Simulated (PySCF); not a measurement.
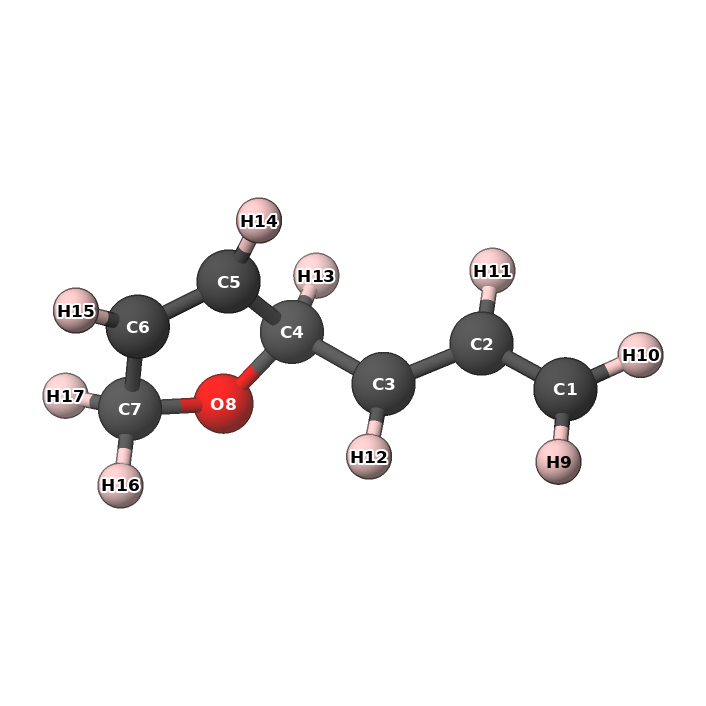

The species is neutral and a spin doublet. Computed geometry: GFN2-xTB optimisation. No frequency run is at hand to confirm it as a minimum. Level of theory: UKS B3LYP, pcH-1 on C H O, non-relativistic (PySCF 2.14.0). Fermi-contact and spin-dipolar terms alone, no spin-orbit part.

**Which nucleus has the largest dipolar (anisotropic) hyperfine coupling?**

13C at C3: principal values −52.2, −50.8, 103.0 MHz.

List the isotropic and dipolar parts for the most strongly coupled nuclei, one of each equivalent set.

```
atom  isotope  a_iso (MHz)   dipolar part (MHz)
  C3      13C         58.3  −52.2, −50.8, 103.0
  C1      13C         53.8   −50.8, −49.0, 99.9
  C2      13C        −47.3    −28.5, 11.3, 17.2
 H10       1H        −41.2    −24.8, −0.3, 25.1
 H12       1H        −39.5    −21.4, −2.2, 23.6
  H9       1H        −39.2    −21.2, −1.6, 22.9
  C5      13C         37.3      −4.3, −2.6, 6.9
 H11       1H         11.8      −5.2, −1.3, 6.5
```
